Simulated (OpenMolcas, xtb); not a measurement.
## CH5BClNO (SMILES NB(Cl)CO): the dipole moment, rung by rung

CH5BClNO has 10 atoms, charge 0, and is taken as a singlet. As SMILES, `NB(Cl)CO`. The shape is that of a PBE0-D4/def2-TZVP optimisation. This is a higher conformer, about 10 kJ/mol above the lowest found by a separate search.

```xyz
10

N    -1.4813    0.7701    0.2638
B    -0.1312    0.4583    0.2726
Cl    0.9784    1.5314    1.1662
C     0.4848   -0.7648   -0.5092
O     1.7245   -1.2439   -0.0302
H    -1.8604    1.5854    0.7139
H    -2.1641    0.1966   -0.2012
H    -0.2174   -1.6066   -0.4952
H     0.5700   -0.4690   -1.5702
H     2.1798   -0.5087    0.3922
```

Each level gives the dipole moment (D). The values are calculated.

| level | kind | program | value (D) | CPU time |
| --- | --- | --- | --- | --- |
| GFN1-xTB | semi-empirical | xtb | 4.35 | under 2 s |
| HF/6-31G* (spherical functions) | Hartree–Fock | OpenMolcas | 3.68 | 11 s |
| SVWN5/6-31G* (spherical functions) | LDA | OpenMolcas | 3.62 | 35 s |
| revPBE/6-31G* (spherical functions) | GGA | OpenMolcas | 3.51 | 45 s |
| TPSS/6-31G* (spherical functions) | meta-GGA | OpenMolcas | 3.59 | 61 s |
| B3LYP/6-31G* (spherical functions) | global hybrid | OpenMolcas | 3.58 | 45 s |

The values span 3.51 to 4.35 D. Magnitudes only. CPU times are rough (shared hosts, several kinds of processor): they show what a rung costs within a factor of a few.

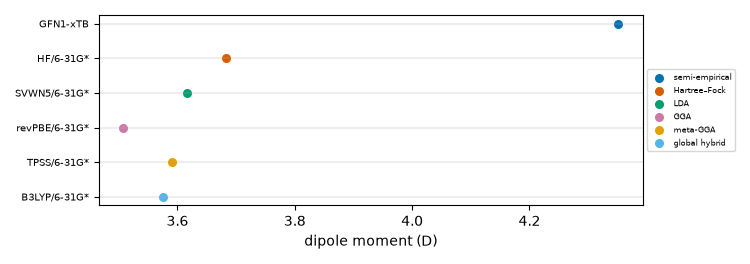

The values of the table, level by level.
